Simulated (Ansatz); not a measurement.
CH$_{8}$N$_{2}$O$_{2}$Si (SMILES NCN[SiH](O)O)

Input

```
crystal:
  periodic: [false, false, false]
  atoms:
    - { symbol: "N", position_ang: [1.5403, -1.782, 0.9069] }
    - { symbol: C, position_ang: [0.6718, -0.5805, 1.1317] }
    - { symbol: "N", position_ang: [0.0678, -0.2915, -0.1653] }
    - { symbol: Si, position_ang: [-0.9991, 0.9069, -0.381] }
    - { symbol: O, position_ang: [-0.233, 2.2851, -0.5879] }
    - { symbol: O, position_ang: [-1.7833, 0.5083, -1.8012] }
    - { symbol: H, position_ang: [0.9254, -2.4177, 0.432] }
    - { symbol: H, position_ang: [2.2531, -1.4824, 0.216] }
    - { symbol: H, position_ang: [1.2905, 0.2652, 1.5566] }
    - { symbol: H, position_ang: [-0.0823, -0.8198, 1.9071] }
    - { symbol: H, position_ang: [0.8496, -0.0237, -0.7478] }
    - { symbol: H, position_ang: [-2.0087, 0.9476, 0.7563] }
    - { symbol: H, position_ang: [-0.6506, 2.908, -1.2629] }
    - { symbol: H, position_ang: [-1.8544, -0.4526, -1.9317] }
basis:
  gaussian: { orbitals: def2-SVP }
hamiltonian:
  xc: b3lyp
relax:
  f_tol: 0.015
  max_steps: 40
output:
  orbitals: {}
```

Command:

```sh
ansatz run input.yaml --threads 2 --pin off --max-ram 3072MiB --backend cpu --events-out ev --progress --plain --runs-dir out
```

The fields are those of the relaxed geometry.

Method: Ansatz 0.2.0, RKS B3LYP/def2-SVP.

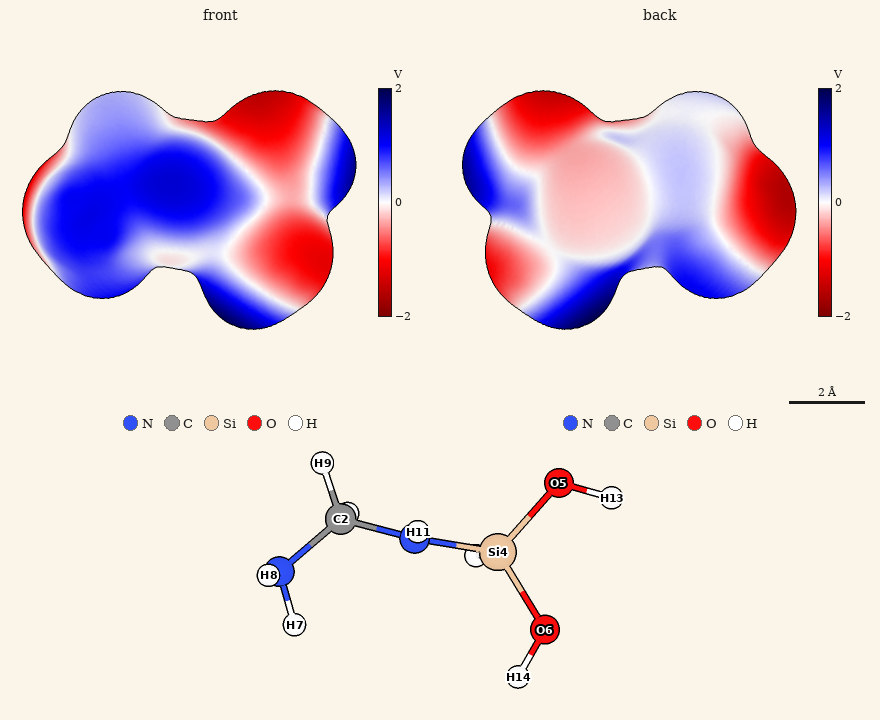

Figure 1. The electrostatic potential painted on the density surface at 0.001 e/bohr³, seen from the front and from behind; red is negative and blue positive. The bare structure is drawn below in the same view.

Describe the electrostatic potential map.

The most negative region (about −1.5 V) lies over N1, the most positive (about +1.9 V) over H14. N1 is the likeliest acceptor of a hydrogen bond.

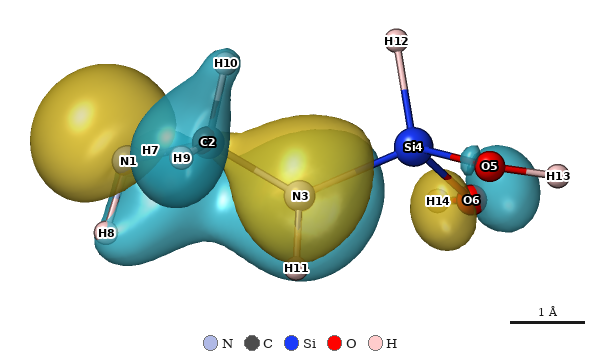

Figure 2. The HOMO−1 at ±0.1 Å⁻³ᐟ² (yellow and cyan are the two phases), seen from one side.

What is the character of this orbital?

It lies mainly on N3 (about 35 %), N1 (about 30 %) and C2 (about 10 %). Its energy is −7.18 eV.

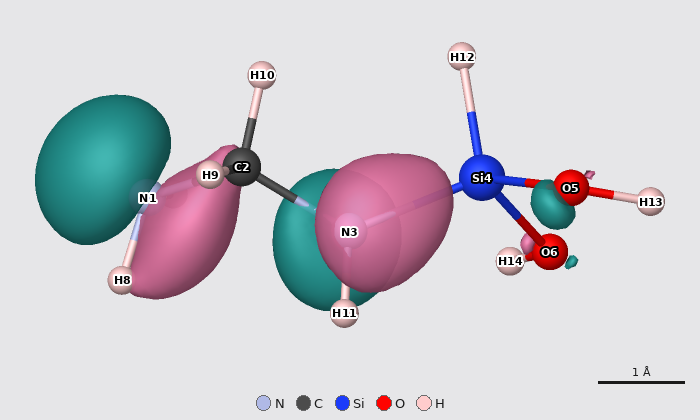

Figure 3. The HOMO at ±0.15 Å⁻³ᐟ² (teal and pink are the two phases), seen from one side.

Where does this orbital lie, and at what energy?

Its weight (Hirshfeld) is mainly on N1 (about 45 %), N3 (about 30 %) and C2 (about 5 %); largely a combination of lone pairs on N1 and N3. Its energy is −6.40 eV.
